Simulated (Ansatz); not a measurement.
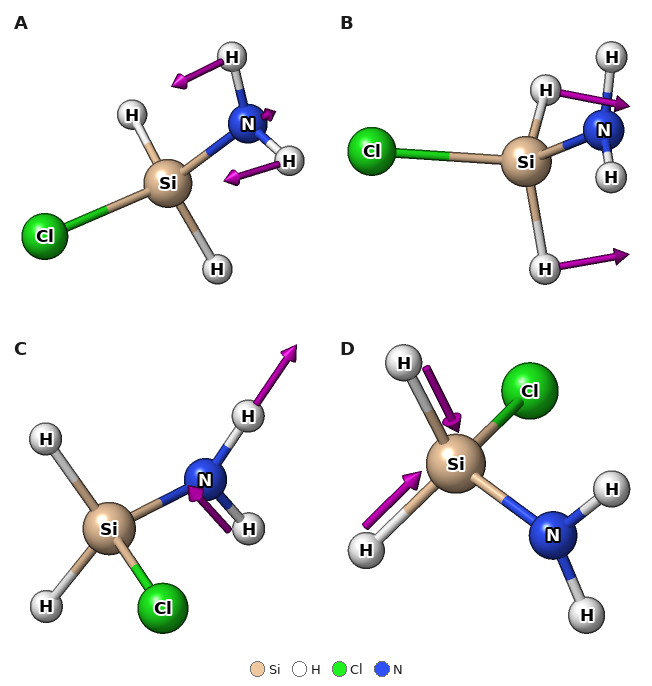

4 normal modes of one molecule or complex, as arrows. Harmonic vibrations computed with RKS PBE0-D4/def2-TZVP (Ansatz 0.2.0) at a stationary point of the same level.

Question: Match the panels to the wavenumbers 430 cm⁻¹, 899 cm⁻¹, 2261 cm⁻¹, 3696 cm⁻¹.

Answer: A: 430 cm⁻¹
B: 899 cm⁻¹, Cl–Si–H bending
C: 3696 cm⁻¹, out-of-phase stretching of 2 N–H bonds
D: 2261 cm⁻¹, in-phase stretching of 2 Si–H bonds
